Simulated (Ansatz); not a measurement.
**Single-point calculation, with input and output: Al₅H**

- system: Al₅H
- method: RKS CAM-B3LYP-d4/def2-SVP (Ansatz 0.2.0)

Some settings of this run were made unusual or wrong on purpose. The geometry comes from this level: PBE0-D4/def2-SVP. Figures and captions count atoms from 1; the log counts them from 0 in places.

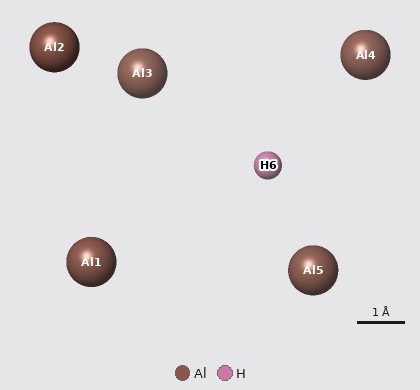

Figure 1. The structure (ball-and-stick view, seen at an oblique angle; atoms are numbered from 1 in the order of the input).

Outcome:

```csv
quantity,value
outcome,converged
total energy,−32978.7182 eV
mean-field energy,−32978.4245 eV
dispersion energy,−0.2937 eV
SCF solution under orbital rotations,stable
largest force (length of the vector),1.054 eV/Å
dipole moment,12.04 D
hardware,"2 threads of Intel Xeon @ 2.90GHz, 108 GiB of memory available, shared host"
wall time,10 s (CPU time 19 s)
peak memory,0.4 GiB
```

What went wrong:

A setting was made wrong on purpose: the coordinates are scaled as if typed in the wrong unit. The program still converged, but the numbers can't be taken as results for the intended system.

Input file:
```yaml
crystal:
  periodic: [false, false, false]
  atoms:
    - {symbol: Al, position_ang: [-2.777962, 2.488104, -0.708914]}
    - {symbol: Al, position_ang: [-0.277193, 3.507500, 3.326962]}
    - {symbol: Al, position_ang: [2.124787, 1.272089, -0.125723]}
    - {symbol: Al, position_ang: [1.804092, -3.398424, 1.013863]}
    - {symbol: Al, position_ang: [-2.217349, -2.331358, -1.417210]}
    - {symbol: H, position_ang: [1.343644, -1.537911, -2.088978]}
basis:
  gaussian: {orbitals: def2-SVP, final_grid: {core_spheres: 20, valence_spheres: 16, degree: 47}, point_charges: [{charge: 0.50, position_ang: [4.133, 0.095, -0.147]}]}
hamiltonian: {xc: {name: CAM-B3LYP}, dispersion: d4}
accuracy: high
output: {forces: true}
```

Launch command:
```bash
ansatz run in.yaml --threads 2 --pin off --events-out ev --progress --plain --max-ram 4352MiB
```

What the program printed:
```
Functional definition: CAM-B3LYP
  name "CAM-B3LYP"
  cite "Yanai, Tew & Handy, Chem. Phys. Lett. 393, 51 (2004) doi:10.1016/j.cplett.2004.06.011"
  cite "Iikura, Tsuneda, Yanai & Hirao, J. Chem. Phys. 115, 3540 (2001) doi:10.1063/1.1383587"
  cite "Becke, Phys. Rev. A 38, 3098 (1988) doi:10.1103/PhysRevA.38.3098"
  cite "Lee, Yang & Parr, Phys. Rev. B 37, 785 (1988) doi:10.1103/PhysRevB.37.785"
  cite "Vosko, Wilk & Nusair, Can. J. Phys. 58, 1200 (1980) doi:10.1139/p80-159"
  parameter alpha = 0.19
  parameter beta = 0.46
  parameter omega = 0.33/bohr
  parameter ac = 0.81
  # Exact exchange under (alpha + beta erf(omega r))/r, Becke's under what is left of 1/r.
  exchange = (1 - alpha - beta)*b88_x + beta*b88_x_sr(omega) + alpha*exact_x + beta*exact_x_lr(omega)
  correlation = (1 - ac)*vwn5_c + ac*lyp_c
1663 factors; integrals over basis functions are off by at most 3.7e-9 eV
654 factors; integrals over basis functions are off by at most 2.1e-9 eV
mean field evaluation 1: about -32960.8442 eV, gradient 3.5e1 eV
mean field evaluation 2: about -32860.5101 eV, gradient 7.8e1 eV
mean field evaluation 4: about -32958.4995 eV, gradient 3.3e1 eV
mean field evaluation 8: about -32978.1123 eV, gradient 2.3e0 eV
mean field evaluation 16: about -32978.4225 eV, gradient 3.0e-1 eV
mean field evaluation 32: about -32977.9021 eV, gradient 4.6e0 eV
mean field -32978.42449375 eV, -1211.9347465663 hartree, gradient 3.1e-8 eV, S^2 0.000000; 6 other end points of the search recorded, 0 dependent functions left out
the calculation of the forces begins
reference -32978.42451772 eV, -1211.9347474473 hartree; 33, 33 occupied and 62, 62 virtual orbitals, 1663 factors
Total energy: -32978.71822857 eV, -1211.9455411217 hartree
Atom 0 at    -2.777962     2.488104    -0.708914 Å, force     0.389747    -0.537062     0.129434 eV/Å
Atom 1 at    -0.277193     3.507500     3.326962 Å, force     0.112674    -0.269083    -0.671323 eV/Å
Atom 2 at     2.124787     1.272089    -0.125723 Å, force     0.011266    -0.524788     0.357100 eV/Å
Atom 3 at     1.804092    -3.398424     1.013863 Å, force    -0.382524     0.468295    -0.862795 eV/Å
Atom 4 at    -2.217349    -2.331358    -1.417210 Å, force     0.635901     0.571520     0.187807 eV/Å
Atom 5 at     1.343644    -1.537911    -2.088978 Å, force    -0.185643    -0.069818     1.034060 eV/Å
Dipole moment:    -1.913082     0.160783     1.612292 e Å
```
